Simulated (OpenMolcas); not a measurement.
**Multiconfigurational calculation: Cr²⁺ complex (part 2 of 2)**

Continued. System: Cr²⁺ with 6 ligands (O; octahedron, 2.28 Å), neutralised by 6 outer point charges of +1.7 e, whose field is part of the energies. Method: state-averaged CASSCF, active space 4 electrons in the shell 3d, basis ANO-RCC-VDZP on the metal and ANO-RCC-VDZP on the ligands, DKH2 scalar Hamiltonian, spin-orbit coupling by RASSI with atomic mean-field integrals (OpenMolcas).

### Log (extracts), continued
```
--- RASSI ---
SPIN-FREE ENERGIES:
  (Shifted by EMIN (a.u.) =      -1502.6154044187)

 SF State       Relative EMIN(au)   Rel lowest level(eV)    D:o, cm**(-1)

     1             0.0000000000        0.0000000000              0.0000
     2             0.0000000000        0.0000000000              0.0000
     3             0.0205688987        0.5597082465           4514.3515
     4             0.0205688987        0.5597082465           4514.3515
     5             0.0205688987        0.5597082465           4514.3515
     6             0.0764356353        2.0799195958          16775.6829
     7             0.0764356353        2.0799195958          16775.6829
     8             0.0764356353        2.0799195958          16775.6829
     9             0.0896046681        2.4382672340          19665.9515
    10             0.0896046687        2.4382672494          19665.9516
    11             0.0945758549        2.5735401183          20757.0009
    12             0.0945758549        2.5735401183          20757.0009
    13             0.0945758549        2.5735401183          20757.0009
    14             0.0961849527        2.6173258990          21110.1570
    15             0.0961849527        2.6173258990          21110.1570
    16             0.0961849527        2.6173258990          21110.1570
    17             0.1034980131        2.8163244094          22715.1883
    18             0.1095799488        2.9818223115          24050.0189
    19             0.1113252449        3.0293142378          24433.0671
    20             0.1113252449        3.0293142378          24433.0671
    21             0.1113252449        3.0293142378          24433.0671
    22             0.1160029155        3.1566001383          25459.6971
    23             0.1160029155        3.1566001383          25459.6971
    24             0.1160029161        3.1566001544          25459.6972
    25             0.1195132786        3.2521219860          26230.1328
    26             0.1195132786        3.2521219860          26230.1328
    51             0.1202790545        3.2729598085          26398.2011
    52             0.1202790545        3.2729598085          26398.2011
    53             0.1202790549        3.2729598214          26398.2012
    54             0.1218695997        3.3162407481          26747.2855
    55             0.1218695997        3.3162407481          26747.2855
    27             0.1231558589        3.3512416445          27029.5867
    28             0.1231558594        3.3512416591          27029.5868
    29             0.1231558594        3.3512416591          27029.5868
    56             0.1334566587        3.6315406880          29290.3510
    30             0.1344391976        3.6582769332          29505.9933
    31             0.1344391976        3.6582769332          29505.9933
    32             0.1344391984        3.6582769541          29505.9935
    57             0.1349370333        3.6718237324          29615.2556
    58             0.1354247032        3.6850939059          29722.2868
Eigenvalues of complex Hamiltonian:
   -----------------------------------
  (Shifted by EMIN (a.u.) =      -1502.6154044187)

 SO State       Relative EMIN(au)   Rel lowest level(eV)    D:o, cm**(-1)

     1            -0.0001570656        0.0000000000              0.0000
     2            -0.0001214979        0.0009678458              7.8062
     3            -0.0001214979        0.0009678458              7.8062
     4            -0.0001214979        0.0009678458              7.8062
     5            -0.0000859643        0.0019347631             15.6049
     6            -0.0000859643        0.0019347631             15.6049
     7            -0.0000546444        0.0027870212             22.4788
     8            -0.0000546444        0.0027870212             22.4788
     9            -0.0000546444        0.0027870212             22.4788
    10            -0.0000231615        0.0036437153             29.3885
    11             0.0199849634        0.5480925296           4420.6644
    12             0.0199849634        0.5480925296           4420.6644
    13             0.0199849634        0.5480925296           4420.6644
    14             0.0200108092        0.5487958288           4426.3369
    15             0.0200108092        0.5487958288           4426.3369
    16             0.0200108092        0.5487958288           4426.3369
    17             0.0200443814        0.5497093768           4433.7051
    18             0.0208329950        0.5711686451           4606.7858
    19             0.0208329950        0.5711686451           4606.7858
    20             0.0208329950        0.5711686451           4606.7858
    21             0.0208479943        0.5715767968           4610.0778
    22             0.0208479943        0.5715767968           4610.0778
    23             0.0213720859        0.5858380572           4725.1026
    24             0.0213720859        0.5858380572           4725.1026
    25             0.0213720859        0.5858380572           4725.1026
    26             0.0759775792        2.0717292250          16709.6231
    27             0.0762272650        2.0785235235          16764.4228
    28             0.0762272651        2.0785235238          16764.4228
    29             0.0762272651        2.0785235237          16764.4228
    30             0.0764816410        2.0854454461          16820.2519
    31             0.0764816410        2.0854454459          16820.2519
    32             0.0764816410        2.0854454459          16820.2519
    33             0.0765177114        2.0864269724          16828.1684
    34             0.0765177114        2.0864269727          16828.1684
    35             0.0895264988        2.4404141107          19683.2672
    36             0.0895264988        2.4404141093          19683.2672
    37             0.0895264992        2.4404141214          19683.2673
    38             0.0895343733        2.4406283849          19684.9955
    39             0.0895343737        2.4406283973          19684.9956
    40             0.0895343737        2.4406283958          19684.9956
    41             0.0927366255        2.5277661069          20387.8086
Weights of the five most important spin-orbit-free states for each spin-orbit state.

 SO State  Total energy (au)           Spin-free states, spin, and weights
 -------------------------------------------------------------------------------------------------------
    1        -0.000157       1 2.0  0.4973    2 2.0  0.4973    3 2.0  0.0016    4 2.0  0.0016    5 2.0  0.0016
    2        -0.000121       2 2.0  0.9145    1 2.0  0.0815    5 2.0  0.0031    3 2.0  0.0002    4 2.0  0.0002
    3        -0.000121       1 2.0  0.5632    2 2.0  0.4328    4 2.0  0.0025    3 2.0  0.0008    5 2.0  0.0002
    4        -0.000121       1 2.0  0.8493    2 2.0  0.1467    3 2.0  0.0025    4 2.0  0.0008    5 2.0  0.0002
    5        -0.000086       1 2.0  0.4987    2 2.0  0.4987    5 2.0  0.0011    4 2.0  0.0010    6 1.0  0.0001
    6        -0.000086       1 2.0  0.4987    2 2.0  0.4987    3 2.0  0.0014    4 2.0  0.0004    5 2.0  0.0003
    7        -0.000055       2 2.0  0.9143    1 2.0  0.0843    5 2.0  0.0005    4 2.0  0.0005    3 2.0  0.0000
    8        -0.000055       2 2.0  0.5019    1 2.0  0.4967    5 2.0  0.0005    3 2.0  0.0005    4 2.0  0.0000
    9        -0.000055       1 2.0  0.9169    2 2.0  0.0817    4 2.0  0.0005    3 2.0  0.0005    7 1.0  0.0000
   10        -0.000023       2 2.0  0.4999    1 2.0  0.4999   38 1.0  0.0000   40 1.0  0.0000   39 1.0  0.0000
   11         0.019985       5 2.0  0.6053    4 2.0  0.1970    3 2.0  0.1970    1 2.0  0.0004   36 1.0  0.0001
   12         0.019985       3 2.0  0.5285    4 2.0  0.2737    5 2.0  0.1970    2 2.0  0.0004    1 2.0  0.0001
```

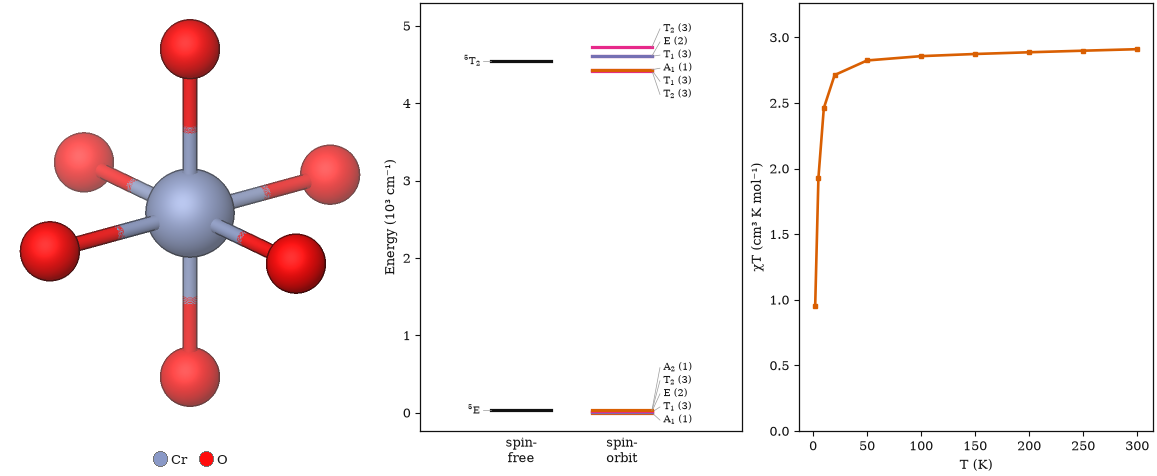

Fig. 2: Cr²⁺ (3d⁴) with 6 ligands, O²⁻, at 2.28 Å (arrangement: octahedron, Oh), neutralised by outer point charges of +1.7 e, and its levels and susceptibility. Labels give the representation in O, Td, D4 or D3 as the site allows (double group for half-integer spin) where it could be assigned and, in brackets, the degeneracy; spin-free states, where drawn, share the zero of the spin-orbit levels. Powder susceptibility by Van Vleck's formula. The ground level is A₁, non-degenerate, 100 % from states of spin multiplicity 5. The next level lies at 7.8 cm⁻¹ (T₁). The lowest spin-free state is ⁵E, from the free-ion D term; of the same spin there follows at 4,510 cm⁻¹ (⁵T₂) above it. A ligand-field fit to the spin-free states gives |10Dq| = 4,710 cm⁻¹, B = 1,000 and C = 3,760 cm⁻¹ (rms misfit 60 cm⁻¹). χT is 0.953 cm³ K mol⁻¹ at 2 K and 2.91 at 300 K, an effective moment of 4.82 μB. The active orbitals hold 96 to 99 % metal character (Löwdin), and the Mulliken charge of the metal is +2.15.

### Summary

| quantity | value |
| --- | --- |
| outcome | converged |
| energy of the lowest spin-free term | −1502.61540 hartree |
| energy of the lowest spin-orbit level | −1502.61556 hartree |
| largest spread among components of a term | 0.0 cm⁻¹ |
| wall time | 43 s |
| peak memory | 0.18 GiB |

### Notes

Without dynamic correlation the splittings between terms come out too large, often by 20 to 50 %. Limits: orbital doublet at a regular site, Jahn-Teller distortion not allowed for; small active space favours high spin, ground spin may be wrong; bare point charges leave oxide and sulfide ligands too diffuse, field too small; distances are set from ionic radii, not optimised.
